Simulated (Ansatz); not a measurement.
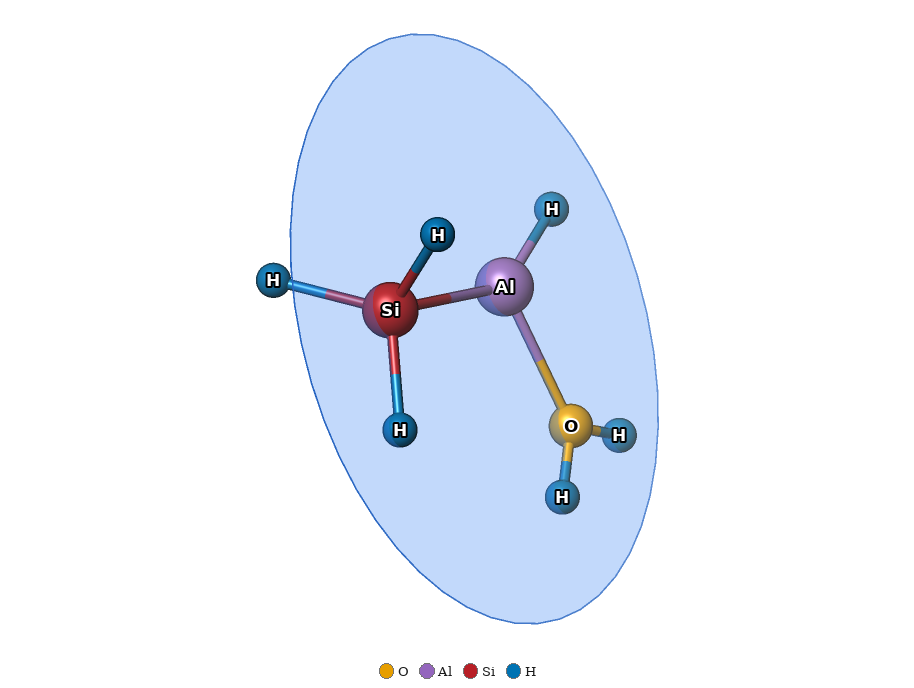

All proper rotation axes (lines) and mirror planes (discs) of the structure are drawn in. Atoms fade into the background with distance from the viewer. The species has charge +1 and is a spin singlet. Computed geometry: PBE0-D4/def2-TZVP optimisation. No frequency run is at hand to confirm it as a minimum.

Question: Name the symmetry elements and the point group.

Answer: It has 1 mirror plane. Point group Cs. The group has 2 operations. The geometry is achiral, and symmetry allows a dipole moment.
